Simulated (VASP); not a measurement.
Band structure of Cd2Zn2S4 (ordered alloy cell). Level of theory: modified Becke-Johnson potential (mBJ), VASP's PBE PAW potentials (set 64) (plane waves; VASP 6.6.1).

mBJ is a potential without an energy functional, so only the levels count.

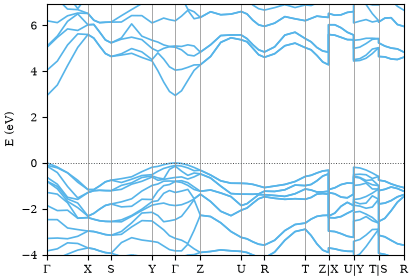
*Bands along high-symmetry lines, zero at the valence-band maximum or, without a gap, the Fermi level*

Read the plot: is there a gap, and where are the band edges?

The gap is direct, 2.94 eV, from the valence maximum at Γ to the conduction minimum at Γ.

The structure was generated: Cd2Zn2S4 was put into an ordered model structure (Pmn2_1), which need not be its known phase. It was relaxed first. The cell's shape comes from a PBE relaxation.
